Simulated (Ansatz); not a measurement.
Consider BFGeSi.

Input file:

```
crystal:
  periodic: [false, false, false]
  atoms:
    - {symbol: B, position_ang: [-0.659290, 0.116376, 0.047407]}
    - {symbol: F, position_ang: [-1.379170, 0.693859, 0.970733]}
    - {symbol: Ge, position_ang: [0.373576, -0.972609, -1.168660]}
    - {symbol: Si, position_ang: [0.129945, 1.244784, -1.700110]}
basis:
  gaussian: {orbitals: def2-TZVPD}
hamiltonian: {xc: pbe0}
output: {forces: true, orbitals: {seedname: orbitals}}
```

Launched as:

```sh
ansatz run input.yaml --threads 1 --pin off --max-ram 2610MiB --events-out events.jsonl --progress --plain --runs-dir runs
```

Geometry: PBE-D3(BJ)/def2-SVP.

The calculation used isolated molecule in a Gaussian basis; Kohn-Sham density functional theory, functional PBE0 in Ansatz.

What will maps of the electron density and electron localisation function show?

Answer. B–F (1.31 Å): ρ at the midpoint is about 2.3 e/Å³; the ELF peaks at about 0.85 between the atoms: a polar covalent bond.
Ge–B (1.93 Å): the density is about 0.72 e/Å³ at the midpoint; the ELF peaks at about 0.75 in the valence shell of B, 0.7 Å from its nucleus, and is about 0.45 at the midpoint.
Si–Ge (2.29 Å): ρ at the midpoint is about 0.57 e/Å³; the ELF peaks at about 0.75 in the valence shell of Si, 1.0 Å from its nucleus, and is about 0.65 at the midpoint.

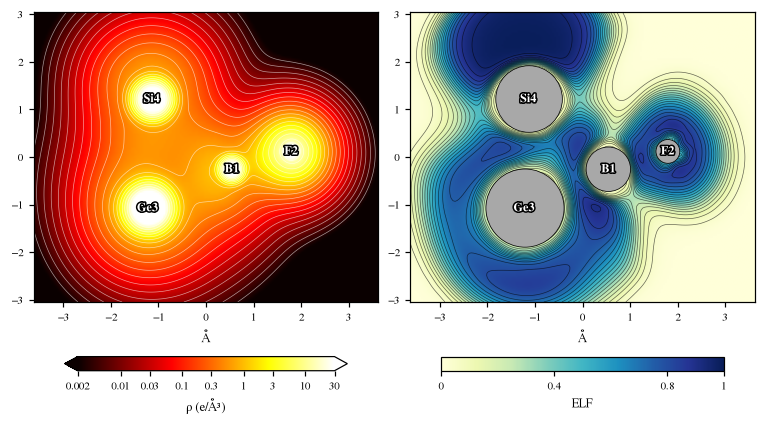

Computed electron density and electron localisation function on the molecular plane, in this order. Grey discs cover the atomic cores in the ELF map. 
